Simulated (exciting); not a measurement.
Two BSE runs for the N K edge of Ba2NF, space group R-3m. Run A: exciting, all-electron LAPW+lo, LDA, exchange and screened direct term (singlet BSE), 3×3×3 shifted k points, 57 conduction bands, |G+q| up to 3 bohr⁻¹, full RPA screening with nempty = 86, Lorentzian half width 0.45 eV. Run B differs in one setting: k mesh, kernel cutoff, basis, band set, screening or width.

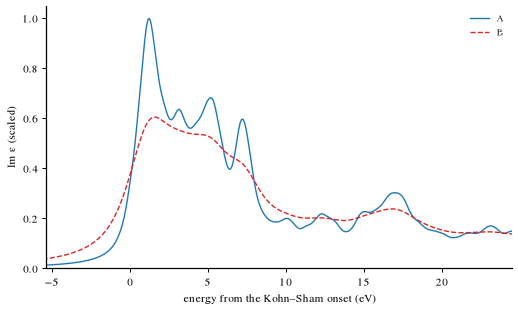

Energy from the Kohn–Sham onset, core level to the lowest empty state found on the meshes used; one zero for both, scaled to A's maximum.

Question: Which is the likeliest?

The half width (eV) from 0.45 to 1.35. The spectrum differs from run A by 24 % r.m.s. The highest maximum lies at 1.6 eV (0.61), against 1.3 eV (1.00). Only the width of each line changes; the area stays. A table step wider than the lines misses their tops. Other settings could leave a like mark; this is the change that was made.

[Hosts, paths, dates, database ids (printed as entryN), source tags and the programs' standing remarks are cut or masked in the printed files.]
